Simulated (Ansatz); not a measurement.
The starting structures come from a database of crystals and need not be the phases stable at ambient conditions.

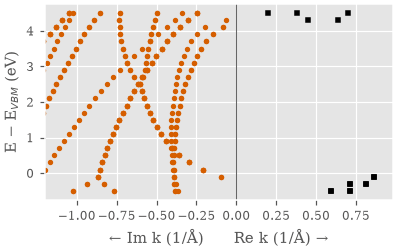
Fig. 1. Complex bands at the centre of the two-dimensional zone; r2SCAN in Ansatz (an electronic-structure program)

The gap is the functional's own, uncorrected, and κ follows it; spin-orbit coupling is left out. Mid-gap means the computed energy nearest the middle.

Q: This is Li$_{3}$AlH$_{6}$ (R-3, 20 atoms a cell, 8.6 Å³ an atom) along the normal of (001). Read off the slowest decay at the centre of the two-dimensional zone at 2.10 eV, the computed energy nearest the middle of the gap.

A: κ ≈ 0.34 1/Å, a decay length 1/(2κ) of the density of 1.5 Å.
